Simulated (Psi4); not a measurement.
**Run report: BH$_{5}$S, field calculation (part 2 of 2)**

BH$_{5}$S, SMILES [BH3-][SH2+]; EDF2/jun-cc-pV(D+d)Z, UKS, in an applied electric field (Psi4 1.11). The geometry comes from this level: PBE0-D4/def2-TZVP.

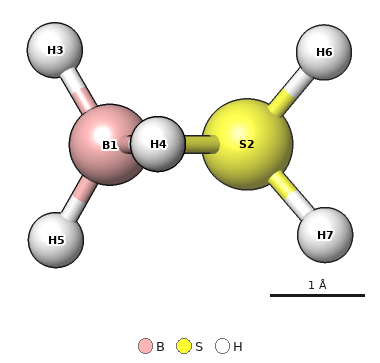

**Figure 1.** The structure as given in the input (ball-and-stick view, seen at a tilt; atoms are numbered from 1 in the order of the input).

Output, continued
```
    Exchange Hybrid     =           TRUE
    MP2 Hybrid          =          FALSE

   => Exchange Functionals <=

    0.2811   Slater exchange
    0.6227         Becke 88
    -0.0551         Becke 88

   => Exact (HF) Exchange <=

    0.1695               HF

   => Correlation Functionals <=

    0.3029   Vosko, Wilk & Nusair (VWN5)
    0.5998   Lee, Yang & Parr
    -0.0053   Lee, Yang & Parr

   => LibXC Density Thresholds  <==

    XC_HYB_GGA_XC_EDF2:  1.00E-15

   => Molecular Quadrature <=

    Radial Scheme          =       TREUTLER
    Pruning Scheme         =           NONE
    Nuclear Scheme         =       TREUTLER

    Blocking Scheme        =         OCTREE
    BS radius alpha        =              1
    Pruning alpha          =              1
    Radial Points          =             75
    Spherical Points       =            302
    Total Points           =         153525
    Total Blocks           =           1206
    Max Points             =            256
    Max Functions          =             70
    Weights Tolerance      =       1.00E-15

   => Loading Basis Set <=

    Name: (JUN-CC-PV(D+D)Z AUX)
    Role: JKFIT
    Keyword: DF_BASIS_SCF

  Computing basis projection from 3-21G to JUN-CC-PV(D+D)Z

  ==> Integral Setup <==

  ==> DiskDFJK: Density-Fitted J/K Matrices <==

    J tasked:                  Yes
    K tasked:                  Yes
    wK tasked:                  No
    Integrals threads:           1
    Memory [MiB]:              850
    Algorithm:                Core
    Integral Cache:           NONE
    Schwarz Cutoff:          1E-12
    Fitting Condition:       1E-10

   => Auxiliary Basis Set <=

  Basis Set: (JUN-CC-PV(D+D)Z AUX)
    Blend: JUN-CC-PVDZ-JKFIT
    Number of shells: 111
    Number of basis functions: 315
    Number of Cartesian functions: 356
    Spherical Harmonics?: true
    Max angular momentum: 3

  Cached 100.0% of DFT collocation blocks in 0.287 [GiB].

  Perturbing V by 0.005000 mu(x).
    Using canonical orthogonalization.
  Minimum eigenvalue in the overlap matrix is 3.7971912974E-03.
  Reciprocal condition number of the overlap matrix is 6.1406588522E-04.

  ==> Pre-Iterations <==

  SCF Guess: Orbitals guess was supplied from a previous computation.

   -------------------------
    Irrep   Nso     Nmo
   -------------------------
     A         70      70
   -------------------------
    Total      70      70
   -------------------------

  ==> Iterations <==

                           Total Energy        Delta E     RMS |[F,P]|

   @DF-UKS iter   0:  -425.93726971415259   -4.25937e+02   7.59656e-03
   @DF-UKS iter   1:  -425.99941788668389   -6.21482e-02   1.76277e-03 DIIS/ADIIS
   @DF-UKS iter   2:  -426.00240165140406   -2.98376e-03   1.40422e-03 DIIS/ADIIS
   @DF-UKS iter   3:  -426.00731296495218   -4.91131e-03   4.26161e-05 DIIS
   @DF-UKS iter   4:  -426.00731864626107   -5.68131e-06   1.37979e-05 DIIS
   @DF-UKS iter   5:  -426.00731927235438   -6.26093e-07   2.13487e-06 DIIS
   @DF-UKS iter   6:  -426.00731928411312   -1.17587e-08   6.38883e-07 DIIS
  Energy and wave function converged.

  ==> Post-Iterations <==

   Electrons on quadrature grid:
      Nalpha   =   13.0000030110 ; deviation = 3.011e-06
      Nbeta    =   13.0000030110 ; deviation = 3.011e-06
      Ntotal   =   26.0000060221 ; deviation = 6.022e-06

   @Spin Contamination Metric:  -8.881784197E-15
   @S^2 Expected:                0.000000000E+00
   @S^2 Observed:               -8.881784197E-15
   @S   Expected:                0.000000000E+00
   @S   Observed:                0.000000000E+00

    Orbital Energies [Eh]
    ---------------------

    Alpha Occupied:

       1A    -88.851541     2A     -7.989349     3A     -6.669547
       4A     -5.968374     5A     -5.965918     6A     -5.960249
       7A     -0.806295     8A     -0.508893     9A     -0.495437
      10A     -0.407964    11A     -0.325287    12A     -0.294508
      13A     -0.287227

    Alpha Virtual:

      14A     -0.042495    15A     -0.025944    16A      0.007018
      17A      0.026810    18A      0.037664    19A      0.052671
      20A      0.071401    21A      0.074913    22A      0.090083
      23A      0.102206    24A      0.146508    25A      0.150711
      26A      0.192850    27A      0.240667    28A      0.341539
      29A      0.345183    30A      0.358128    31A      0.386904
      32A      0.407989    33A      0.420685    34A      0.444059
      35A      0.495907    36A      0.556517    37A      0.603795
      38A      0.628699    39A      0.631669    40A      0.642724
      41A      0.725150    42A      0.764371    43A      0.840959
      44A      0.846172    45A      0.893152    46A      0.907922
      47A      1.018927    48A      1.242398    49A      1.269037
      50A      1.299386    51A      1.312555    52A      1.341203
      53A      1.359692    54A      1.467460    55A      1.507188
      56A      1.652637    57A      1.673724    58A      1.714583
      59A      2.010613    60A      2.021609    61A      2.056506
      62A      2.067682    63A      2.248996    64A      2.252761
      65A      2.334162    66A      4.386063    67A      4.410265
      68A      4.432126    69A      4.535317    70A      4.562556

    Beta Occupied:

       1A    -88.851541     2A     -7.989349     3A     -6.669547
       4A     -5.968374     5A     -5.965918     6A     -5.960249
       7A     -0.806295     8A     -0.508893     9A     -0.495437
      10A     -0.407964    11A     -0.325287    12A     -0.294508
      13A     -0.287227

    Beta Virtual:

      14A     -0.042495    15A     -0.025944    16A      0.007018
      17A      0.026810    18A      0.037664    19A      0.052671
      20A      0.071401    21A      0.074913    22A      0.090083
      23A      0.102206    24A      0.146508    25A      0.150711
      26A      0.192850    27A      0.240667    28A      0.341539
      29A      0.345183    30A      0.358128    31A      0.386904
      32A      0.407989    33A      0.420685    34A      0.444059
      35A      0.495907    36A      0.556517    37A      0.603795
      38A      0.628699    39A      0.631669    40A      0.642724
      41A      0.725150    42A      0.764371    43A      0.840959
      44A      0.846172    45A      0.893152    46A      0.907922
      47A      1.018927    48A      1.242398    49A      1.269037
      50A      1.299386    51A      1.312555    52A      1.341203
      53A      1.359692    54A      1.467460    55A      1.507188
      56A      1.652637    57A      1.673724    58A      1.714583
      59A      2.010613    60A      2.021609    61A      2.056506
      62A      2.067682    63A      2.248996    64A      2.252761
      65A      2.334162    66A      4.386063    67A      4.410265
      68A      4.432126    69A      4.535317    70A      4.562556

    Final Occupation by Irrep:
              A
    DOCC [    13 ]
    SOCC [     0 ]
    NA   [    13 ]
    NB   [    13 ]

  @DF-UKS Final Energy:  -426.00731928411312

   => Energetics <=

    Nuclear Repulsion Energy =             54.8065180931259306
    One-Electron Energy =                -694.0110741481025798
    Two-Electron Energy =                 239.5809064134880657
    DFT Exchange-Correlation Energy =     -26.3836696426245929
    Empirical Dispersion Energy =           0.0000000000000000
    VV10 Nonlocal Energy =                  0.0000000000000000
    Total Energy =                       -426.0073192841131231

  UHF NO Occupations:
  HONO-2 :   11  A 2.0000000
  HONO-1 :   12  A 2.0000000
  HONO-0 :   13  A 2.0000000
  LUNO+0 :   14  A 0.0000000
  LUNO+1 :   15  A 0.0000000
  LUNO+2 :   16  A 0.0000000
  LUNO+3 :   17  A 0.0000000

Computation Completed

Properties will be evaluated at   0.000000,   0.000000,   0.000000 [a0]

Properties computed using the SCF density matrix

 Multipole Moments:

 ------------------------------------------------------------------------------------
     Multipole            Electronic (a.u.)      Nuclear  (a.u.)        Total (a.u.)
 ------------------------------------------------------------------------------------

 L = 1.  Multiply by 2.5417464519 to convert [e a0] to [Debye]
 Dipole X            :        -11.4682842           12.2605430            0.7922589
 Dipole Y            :        -23.3749432           24.0941970            0.7192539
 Dipole Z            :         -3.3995346            4.3471260            0.9475914
 Magnitude           :                                                    1.4293109

 ------------------------------------------------------------------------------------

	total time  =         15 seconds =       0.25 minutes

  Variable Map:
  ----------------------------------------------------------------------------
  "CURRENT ENERGY"              =>    -426.007319284113
  "CURRENT REFERENCE ENERGY"    =>    -426.007319284113
  "DD SOLVATION ENERGY"         =>       0.000000000000
  "DFT FUNCTIONAL TOTAL ENERGY" =>    -426.007319284113
  "DFT TOTAL ENERGY"            =>    -426.007319284113
  "DFT VV10 ENERGY"             =>       0.000000000000
  "DFT XC ENERGY"               =>     -26.383669642625
  "GRID ELECTRONS ALPHA"        =>      13.000003011048
  "GRID ELECTRONS BETA"         =>      13.000003011048
  "GRID ELECTRONS TOTAL"        =>      26.000006022096
  "NUCLEAR REPULSION ENERGY"    =>      54.806518093126
  "ONE-ELECTRON ENERGY"         =>    -694.011074148103
  "PCM POLARIZATION ENERGY"     =>       0.000000000000
  "PE ENERGY"                   =>       0.000000000000
  "SCF ITERATION ENERGY"        =>    -426.007319284113
  "SCF ITERATIONS"              =>       6.000000000000
  "SCF TOTAL ENERGY"            =>    -426.007319284113
  "TWO-ELECTRON ENERGY"         =>     239.580906413488
  "XC GRID RADIAL POINTS"       =>      75.000000000000
  "XC GRID SPHERICAL POINTS"    =>     302.000000000000
  "XC GRID TOTAL POINTS"        =>  153525.000000000000

  Array Variable Map:
  ----------------------------------------------------------------------------
  "CURRENT DIPOLE"              =>       0.792258858873 ... 0.947591363165 1 by 3
  "SCF DIPOLE"                  =>       0.792258858873 ... 0.947591363165 1 by 3
  "SCF TOTAL ENERGIES"          =>    -425.937269714153 ... -426.007319284113 1 by 7

    Psi4 run time: 0:00:14.52
```

This output came from the following input.

The input (calc.in)
```
memory 1.6 GB

molecule {
  B     -0.99324005    -0.87210861    -0.95298888
  S      1.07449827     1.84739626     0.54972133
  H     -3.06740345     0.06878603    -0.81541682
  H     -0.65082168    -2.73556754     0.30178926
  H     -0.14248535    -0.91103696    -3.06986009
  H      0.54046167     1.70793447     3.03282146
  H      3.35501976     0.76628394     0.86719532
  units bohr
  symmetry c1
  no_reorient
  no_com
}

set reference uks
set scf_type disk_df
set perturb_h true
set perturb_with dipole
set perturb_dipole [0.005, 0.0, 0.0]
set s_orthogonalization canonical
set basis_guess 3-21G

E, wfn = energy('edf2/jun-cc-pV(D+d)Z', return_wfn=True)
print_variables()
```

Run as:
```bash
psi4 -n 1 calc.in calc.out
```

Key numbers

- outcome: converged
- total energy: −426.007319 hartree
- HOMO: −7.82 eV
- LUMO: −1.16 eV
- dipole moment: 3.63 D
- hardware: 1 thread of Intel Xeon @ 2.50GHz (Skylake/Cascade Lake), 12 GiB of memory available, shared host
- wall time: 17 s
- peak memory: 0.57 GiB

Remarks

Settings chosen away from the usual ones: s_orthogonalization set to canonical; basis_guess set to 3-21G. The record of the run, not the program, notes: near-linear dependence in the basis.
